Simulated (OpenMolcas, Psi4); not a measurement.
## Exact exchange and the dipole moment of C2H5N (N-methylmethanimine)

C2H5N has 8 atoms, charge 0, and is taken as a singlet. As SMILES, `C=NC`. Geometry: relaxed at PBE0-D4/def2-TZVP.

The dipole moment y, in D, basis aug-cc-pVDZ; a is the functional's share of exact exchange. Programs: OpenMolcas 26.06, Psi4 1.11.

```
functional     program     a  y (D)
    r2SCAN  OpenMolcas     0   1.46
      TPSS  OpenMolcas     0   1.44
     TPSSh        Psi4   0.1   1.48
     B3LYP        Psi4   0.2   1.51
      PBE0        Psi4  0.25      ?
     BHLYP        Psi4   0.5   1.62
```

Problem. Fit y = c + s·a to the known rows and predict PBE0.

Solution. 
1. Means of the 5 rows: a = 0.1600, y = 1.502.
2. Σ(Δa)² = 0.172, Σ(Δa·Δy) = 0.0584, so the slope is 0.0584/0.172 = 0.33953.
3. Intercept: 1.502 − (0.33953) × 0.1600 = 1.448. The largest residual of the fit is 0.012.
4. PBE0: 1.448 + (0.33953) × 0.25 = 1.53 D.

The run gave 1.52 D, so the prediction is off by +0.01 D, at the rounding of the table. More exact exchange makes the molecule more polar here. The measured value is 1.53 D (NIST CCCBDB); in this basis the line meets it at a = 0.24.

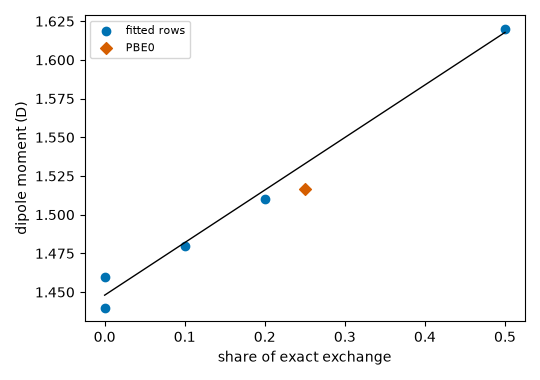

The fitted line, with the withheld row.
